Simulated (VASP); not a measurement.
Energy against volume of TiN (rock salt). Computed with AM05 GGA, VASP's PBE PAW potentials (set 64) (plane waves; VASP 6.6.1).

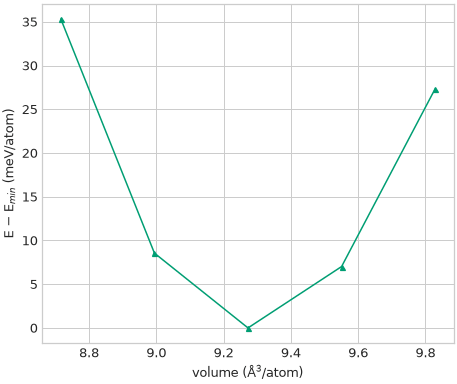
Figure. Energy against volume

Question: Estimate the equilibrium volume and the bulk modulus.

Answer: The minimum lies near 9.3 Å³/atom, and the curvature gives B0 of about 300 GPa.

Measured: bulk modulus 288 GPa (computed value off by +3.2 %), as given by V. Krasnenko et al., Solid State Sciences (2013), arXiv:1306.3139; a 4.239 Å (computed value off by -0.8 %), as given by Guo-Xu Zhang et al., New Journal of Physics (2018), doi:10.1088/1367-2630/aac7f0. The calculation is for a static lattice, while the measured bulk modulus, a hold thermal and zero-point effects, which are part of the difference.

The compound is TiN in the rock salt structure. It was relaxed first.
